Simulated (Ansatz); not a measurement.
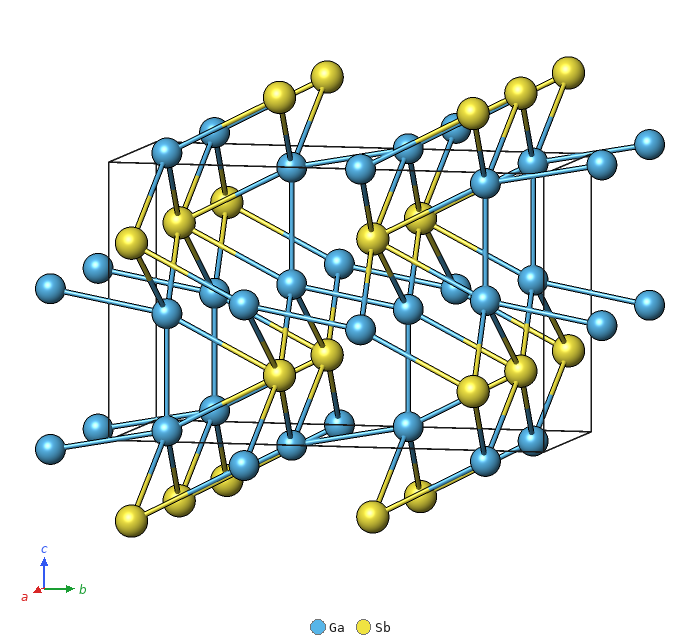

System Ga₂Sb (space group Cmcm, No. 63); source of the atomic positions: the geometry relaxed with DFT PBE, scalar-relativistic, plane waves, PAW in Ansatz 0.2.0; the starting structure was generated, so it need not be a known form of this composition.

Bonds are taken as Ga–Ga below 3.1 Å and Ga–Sb below 3.3 Å. Atoms with one bond or none are removed and atoms with two bonds are replaced by edges, until no such atom is left.

What kind of net remains, and which atoms are its nodes?

Answer. A binodal (5,6)-connected, three-periodic net: Ga is a 5-connected node; Sb is a 6-connected node, in the ratio 2:1.

Is the net interpenetrated?

Answer. It is a single net, without interpenetration.

Give the point symbol of each node (shortest cycle at each angle).

Answer. Ga: 3.4^3.5^5.6; Sb: 3.4^6.5^4.6^2.7^2.

Give the first ten terms of the coordination sequence (nodes one, two, three … edges away).

Answer. Ga: 5, 18, 39, 65, 108, 147, 203, 267, 334, 412; Sb: 6, 16, 38, 72, 98, 152, 206, 262, 334, 416.

The simplified net, drawn on the atoms' positions. Nodes are coloured by element. Edges to nodes outside the piece are drawn as stubs.

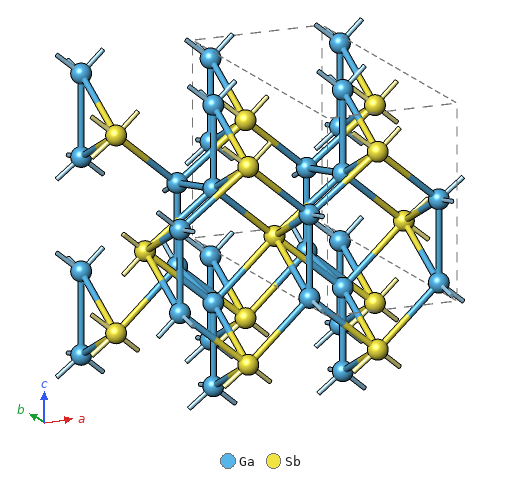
